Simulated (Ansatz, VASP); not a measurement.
# MgO: VASP beside Ansatz, part 2 of 2

One calculation is typed for both programs; each brings its own data sets. How far apart do they land? The cell is taken from a series of VASP runs on this material, whose earlier steps may have relaxed, scaled or displaced it; both programs get it as it stands. Valence electrons are named where the data sets of a main pair hold unlike numbers.

VASP 6.6.1 and Ansatz 0.2.0.

So far: The starting structure; Ansatz: band structure, HSE06; VASP: band structure, HSE06.

**3. VASP: band structure, HSE06 (continued)**

Level of this step: HSE06; plane waves and PAW (Mg, O) (VASP).

Numbers of over 12 decimals in the logs are rounded to 6 here.

Parts of OUTCAR (step 3):

```text
ion  position               nearest neighbor table
   1  0.000  0.000  0.000-   2 2.10   2 2.10   2 2.10   2 2.10   2 2.10   2 2.10
   2  0.500  0.500  0.500-   1 2.10   1 2.10   1 2.10   1 2.10   1 2.10   1 2.10

  LATTYP: Found a face centered cubic cell.
 ALAT       =     4.2013707326

 Subroutine GETGRP returns: Found 48 space group operations
 (whereof 48 operations were pure point group operations)

The static configuration has the point symmetry O_h .

 Found     16 irreducible k-points:

   k-points           NKPTS =     16   k-points in BZ     NKDIM =    216   number of bands    NBANDS=     10

   dimension x,y,z NGX =    24 NGY =   24 NGZ =   24
   dimension x,y,z NGXF=    48 NGYF=   48 NGZF=   48

   ENCUT  =  520.0 eV  38.22 Ry    6.18 a.u.   5.52  5.52  5.52*2*pi/ulx,y,z

   NELECT =       8.0000    total number of electrons

 k-points in reciprocal lattice and weights: Automatic mesh
   0.00000000  0.00000000  0.00000000       0.005
   0.16666667  0.00000000  0.00000000       0.037
   0.33333333  0.00000000  0.00000000       0.037
   0.50000000  0.00000000  0.00000000       0.019
   0.16666667  0.16666667  0.00000000       0.028
   0.33333333  0.16666667  0.00000000       0.111
   0.50000000  0.16666667  0.00000000       0.111
  -0.33333333  0.16666667  0.00000000       0.111
  -0.16666667  0.16666667  0.00000000       0.056
[...]
-0.33333333  0.33333333  0.16666667       0.111
  -0.33333333  0.50000000  0.16666667       0.056

  exchange ACFDT corr.  =         0.00000000  see jH, gK, PRB 81, 115126

 average (electrostatic) potential at core
       1 -30.6862       2 -63.3587

 E-fermi :   2.2244

 k-point     1 :       0.0000    0.0000    0.0000
  band No.  band energies     occupation
      1     -16.8849      2.00000
      2       1.9815      2.00000
      3       1.9815      2.00000
      4       1.9815      2.00000
      5       8.5243      0.00000
      6      19.8056      0.00000
      7      19.8056      0.00000
      8      19.8056      0.00000
      9      23.7533      0.00000
    ...

 k-point     2 :       0.1667    0.0000    0.0000
  band No.  band energies     occupation
      1     -16.5833      2.00000
      2       0.4086      2.00000
      3       1.7892      2.00000
      4       1.7892      2.00000
      5       9.9905      0.00000
      6      17.4509      0.00000
      7      20.4224      0.00000
      8      20.4224      0.00000
      9      24.4234      0.00000
    ...

 k-point     3 :       0.3333    0.0000    0.0000
  band No.  band energies     occupation
      1     -15.9062      2.00000
      2      -1.9477      2.00000
      3       1.4291      2.00000
      4       1.4291      2.00000
      5      11.5456      0.00000
      6      16.4877      0.00000
      7      20.6758      0.00000
      8      20.6758      0.00000
      9      25.1862      0.00000
    ...

  energy-cutoff  :      520.00
  volume of cell :       18.54
      direct lattice vectors                 reciprocal lattice vectors
     0.000000000  2.100685366  2.100685366    -0.238017558  0.238017558  0.238017558
     2.100685366  0.000000000  2.100685366     0.238017558 -0.238017558  0.238017558
     2.100685366  2.100685366  0.000000000     0.238017558  0.238017558 -0.238017558

 POSITION                                       TOTAL-FORCE (eV/Angst)
 -----------------------------------------------------------------------------------
      0.00000      0.00000      0.00000         0.000000      0.000000     -0.000000
      2.10069      2.10069      2.10069        -0.000000     -0.000000      0.000000
 -----------------------------------------------------------------------------------
    total drift:                                0.000564      0.001132      0.001092

  FREE ENERGIE OF THE ION-ELECTRON SYSTEM (eV)
  ---------------------------------------------------
  free  energy   TOTEN  =       -14.2313871615 eV

  energy  without entropy=      -14.2313871615  energy(sigma->0) =      -14.23138716

 total charge
# of ion       s       p       d       tot
------------------------------------------
    1        0.145   0.180   0.079   0.404
    2        1.546   3.590   0.000   5.136
--------------------------------------------------
tot          1.691   3.769   0.079   5.540

[... 3 further parts left out ...]
```

The PAW data sets were made with PBE, which is usual practice but a small mismatch for other functionals.

**4. Side by side**

Known differences besides the potentials themselves: exact exchange at q = 0 is treated differently, which shows on coarse meshes; VASP keeps PBE cores, Ansatz makes them for the functional; the data sets hold 16 valence electrons in Ansatz (on its default PAW (the set named soft_2) files) and 8 in VASP; the cutoff is 420 eV in Ansatz and 520 eV in VASP; VASP takes a coarser grid for exact exchange (PRECFOCK = Fast). Total energies have different zeros and are not compared.

The two programs side by side:

```csv
quantity,Ansatz,VASP,difference
gap over the path points (eV),6.588,6.543,+0.045
```

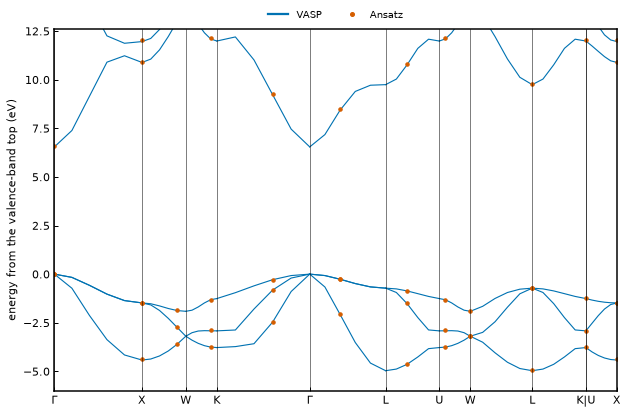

Bands from VASP (lines) and levels from Ansatz (dots). Dots without a line are higher empty bands that the VASP plot leaves out.

Levels at points of the path, from each program's valence-band top (eV; 3 filled, then empty):

```csv
k (reciprocal lattice),Ansatz,VASP
0.000 0.000 0.000,0.00 0.00 0.00 6.59 17.86,0.00 0.00 0.00 6.54 17.82
0.500 0.000 0.500,-4.38 -1.47 -1.47 10.91 12.05,-4.42 -1.48 -1.48 10.89 11.96
0.500 0.200 0.700,-3.58 -2.72 -1.86 13.01 14.05,-3.61 -2.74 -1.87 12.99 13.96
0.400 0.350 0.750,-3.72 -2.90 -1.31 12.13 14.01,-3.75 -2.91 -1.32 12.10 13.93
0.150 0.150 0.300,-2.46 -0.82 -0.29 9.27 14.44,-2.47 -0.82 -0.29 9.23 14.42
0.200 0.200 0.200,-2.06 -0.26 -0.26 8.47 15.07,-2.07 -0.26 -0.26 8.43 15.05
0.550 0.400 0.550,-4.62 -1.51 -0.86 10.79 14.75,-4.64 -1.52 -0.86 10.76 14.72
0.600 0.250 0.650,-3.72 -2.90 -1.31 12.13 14.01,-3.75 -2.91 -1.32 12.10 13.93
0.500 0.250 0.750,-3.17 -3.17 -1.91 13.76 13.76,-3.19 -3.19 -1.91 13.74 13.74
0.500 0.500 0.500,-4.95 -0.72 -0.72 9.78 15.01,-4.97 -0.72 -0.72 9.74 14.98
```

Among the levels compared at these points, filled levels agree within 35 meV and empty ones within 88 meV.

**5. What came out**

| Property | Result |
| --- | --- |
| largest difference of a filled level at the path points (band structure, HSE06) | 35 meV |
| difference in gap over the path points (band structure, HSE06) | 0.045 eV |

What this shows: The difference in gap over the path points is 0.045 eV (band structure, HSE06), within the 0.08 eV picked in this series as the mark of a large difference. The data sets hold unlike numbers of valence electrons (16 in Ansatz and 8 in VASP), so part of the differences comes from the potentials. How closely two codes agree says nothing of how well the functional describes the real material.

[Lines on the potential files, build, host, timing and source positions are cut from VASP's logs without a mark.]

[Logs are printed without paths, hosts, clocks, repeated set-up lines and the standing remarks that a program may print on its own settings, such as how far it seeks lower states.]

[Hosts, paths, dates, database ids (printed as entryN), source tags and the programs' standing remarks are cut or masked in the printed files.]
